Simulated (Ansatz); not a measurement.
Starting cell, AgCl (rock salt):

```
CELL_PARAMETERS angstrom
      0.00000     5.54504     5.54504
      2.77252     0.00000     2.77252
      2.77252     2.77252     0.00000
ATOMIC_POSITIONS crystal
  Cl 0.00000 0.00000 0.00000
  Cl 0.50000 0.00000 0.00000
  Ag 0.25000 0.50000 0.50000
  Ag 0.75000 0.50000 0.50000
```

The atoms are displaced by Q × the pattern below (from a DFPT mode at L = (0.5, 0.0, 0.0), largest move 1; Q in Å), at fixed cell. (q is in reciprocal vectors of the primitive cell; the cell shown is doubled to hold the pattern.)

```tsv
atom	x	y	z
Cl1	-0.577	0.577	0.577
Cl2	0.577	-0.577	-0.577
```

Atoms not listed stay in place.

The numbers are results of r2SCAN (plane waves to 500 eV, PAW, scalar-relativistic; Ansatz, a quantum-chemistry and plane-wave program), not measurements. k mesh 5×10×10 (Γ-centred), Fermi-Dirac smearing 0.05 eV. E stands for the smeared free energy. AgCl was relaxed with its symmetry unable to fall. The zero of ΔE is the undisplaced structure.

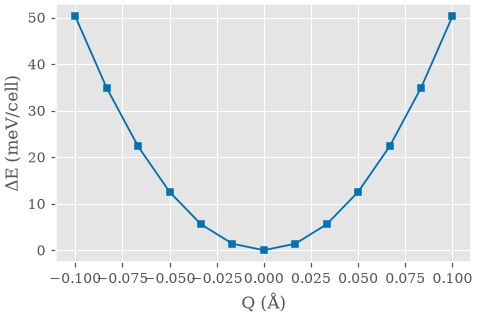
ΔE (meV/cell) against Q (Å); computed points joined by lines.

What is the energy change at Q = 0.100 Å?

About 50 meV/cell.

What harmonic wavenumber does the curvature at Q = 0 give?

About 200 cm⁻¹.

(A displaced cell: forces are minus the slopes of the energy, force constants its curvatures, and phonons follow from these.)
